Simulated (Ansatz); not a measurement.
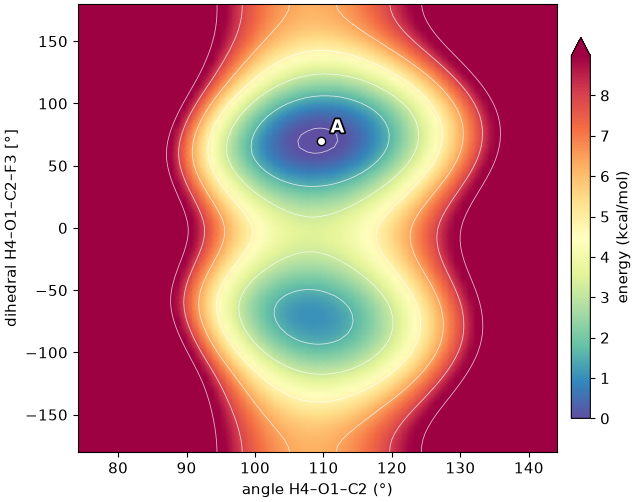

CH₃FO, SMILES OCF. Coordinates scanned: (1) angle H4–O1–C2; (2) dihedral H4–O1–C2–F3. Nothing is relaxed (all other coordinates rigid). The scan uses an 11 × 12 grid. All energies are given in kcal/mol relative to the lowest grid point. All numbers below come from Ansatz, RKS wB97X-V/def2-TZVP.

In the figure: a smooth colour map with a few white contour lines, one colour for all values above the top of the scale, the point A. Between grid points the surface is interpolated.

Q: Find the lowest pass out of the well at A.

A: The easiest path leads from the well at about angle H4–O1–C2 = 110°, dihedral H4–O1–C2–F3 = 70° to the well at about angle H4–O1–C2 = 109°, dihedral H4–O1–C2–F3 = −70°, about 1.2 kcal/mol higher. Its highest point lies about 3.7 kcal/mol above the bottom of the first well on the interpolated surface, at angle H4–O1–C2 = 109.1°, dihedral H4–O1–C2–F3 = 0°. Seen from the upper well the barrier is about 2.5 kcal/mol. The start is the relaxed structure and all else is held, so a fully relaxed path at this level can only be lower.

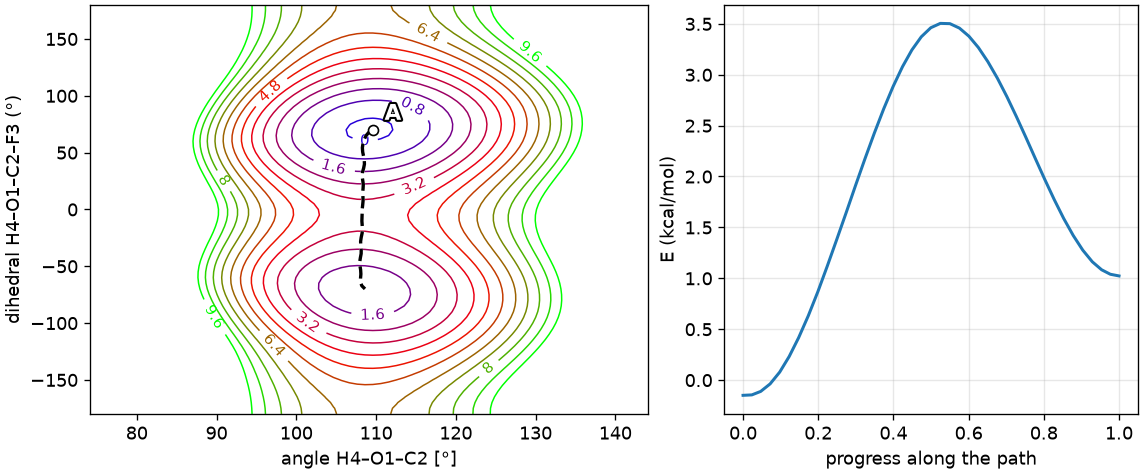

The picture shows contour lines labelled in kcal/mol (none above 9.6), a line along the lowest path, the energy along the path at the right. Between grid points the surface is interpolated.
